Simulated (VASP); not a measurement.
Band structure of ZnCdS₂ (space group P3m1). Method: PBEsol GGA, VASP's PBE PAW potentials (set 64) (plane waves; VASP 6.6.1).

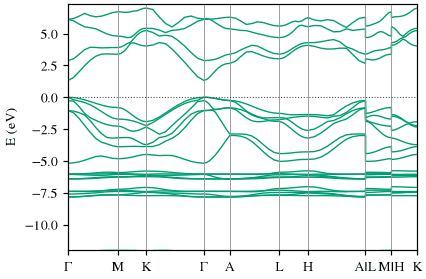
Bands along high-symmetry lines, zero at the valence-band maximum or, without a gap, the Fermi level

Q: Read the plot: is there a gap, and where are the band edges?

A: The gap is direct, 1.32 eV, from the valence maximum at Γ to the conduction minimum at Γ. (Edges off the drawn lines would not show.)

The structure comes from a computed database's ZnCdS2 entry (P3m1); how it stands against other phases isn't given here. It was relaxed first, which changed the volume by -5 %.
